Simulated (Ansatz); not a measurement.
## Electronic structure of AlH$_{6}$NO$_{3}$···H$_{2}$O in real space

Input

```
crystal:
  periodic: [false, false, false]
  atoms:
    - {symbol: Al, position_ang: [-0.250252, -0.728595, 0.502865]}
    - {symbol: O, position_ang: [0.436187, 0.879294, 1.146006]}
    - {symbol: O, position_ang: [-1.924067, -0.890154, 0.828922]}
    - {symbol: O, position_ang: [0.940412, -1.790408, 1.143722]}
    - {symbol: H, position_ang: [0.276521, 0.990369, -1.326406]}
    - {symbol: N, position_ang: [-0.139634, -0.356208, -1.343627]}
    - {symbol: H, position_ang: [0.605094, 1.543414, 0.266283]}
    - {symbol: O, position_ang: [0.687051, 1.978912, -0.970741]}
    - {symbol: H, position_ang: [1.240664, 0.761966, 1.658326]}
    - {symbol: H, position_ang: [-2.276844, -0.973779, 1.711786]}
    - {symbol: H, position_ang: [0.803241, -2.729168, 1.239828]}
    - {symbol: H, position_ang: [-1.025880, -0.477868, -1.819987]}
    - {symbol: H, position_ang: [0.547620, -0.898931, -1.852898]}
    - {symbol: H, position_ang: [0.079888, 2.691255, -1.183978]}
basis:
  gaussian: {orbitals: def2-TZVPP}
hamiltonian: {xc: pbe0, dispersion: d4}
output: {orbitals: {seedname: orbitals}}
```

Launched as:

```sh
ansatz run in.yaml --threads 4 --pin off --events-out ev --progress --plain --max-ram 46080MiB --backend cuda --devices 0, --max-vram 37GiB
```

A transition-state structure; geometry: PBE0-D4/def2-TZVP.

Level of theory: RKS PBE0-D4/def2-TZVPP (Ansatz 0.2.0).

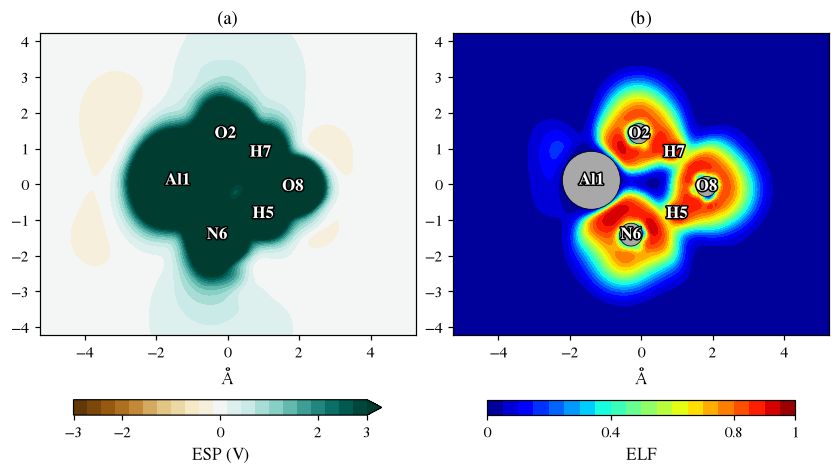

Figure 1. (a) molecular electrostatic potential; (b) electron localisation function on the plane of atoms Al1, O2 and H7. Grey discs cover the atomic cores in the ELF map.

Q: Read the bonding off the picture.

A:
- The plane passes through Al, O, H and N nuclei.
- O8···H7 (1.31 Å): the ELF peaks at about 0.90 between the atoms.
- Al–N (1.89 Å): the ELF peaks at about 0.95 between the atoms, as expected for a polar covalent bond.
- Al–O (1.86 Å): the ELF peaks at about 0.90 in the valence shell of O, 0.7 Å from its nucleus, and is about 0.55 at the midpoint.
- Outside the dense part of the complex the potential is most negative (−0.4 V) near O8.

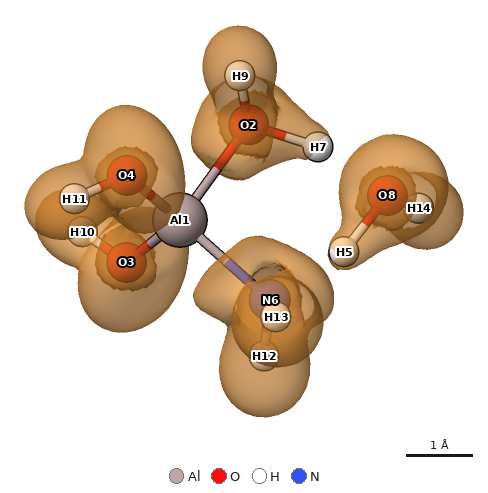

Figure 2. Isosurface of the electron localisation function at 0.75 (orange), seen at a tilt. Only the valence region is drawn (cores and ρ < 0.01 e/Å³ removed).

Q: Identify the bonds, lone pairs and shells in this picture.

A: The surface consists of one joined region spread over several atoms (H, N), in which their bonds and any lone pairs are merged and four joined regions spread over several atoms (H, O), in which their bonds and any lone pairs are merged. Along the contacts the grid gives the following. Al–O (1.71 Å): the ELF peaks at about 0.90 in the valence shell of O, 0.7 Å from its nucleus, and is about 0.50 at the midpoint.

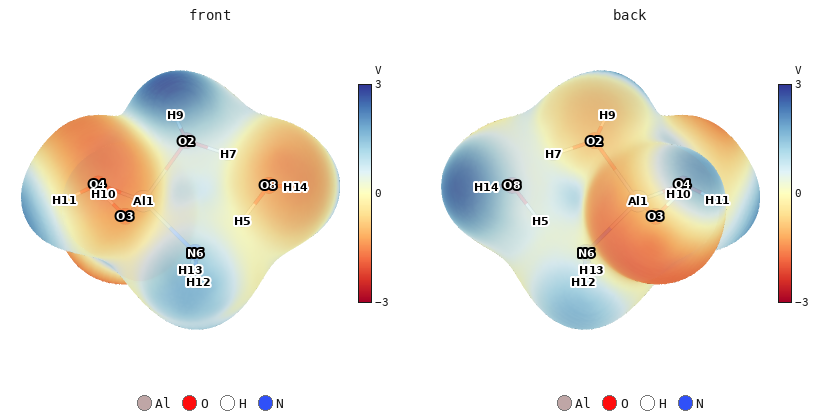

Figure 3. The molecular electrostatic potential painted on the density surface at 0.002 e/bohr³, seen from the front and from behind; the colour scale runs from red (negative) to blue (positive).

Q: Which sites attract a positive test charge, and which a negative one?

A: A positive charge is drawn to the negative regions and a negative charge to the positive ones. The most negative region (about −1.8 V, or −42 kcal/mol for a unit charge) lies over O3, the most positive (about +2.6 V, or +60 kcal/mol for a unit charge) over H9. O3 is the likeliest acceptor of a hydrogen bond.
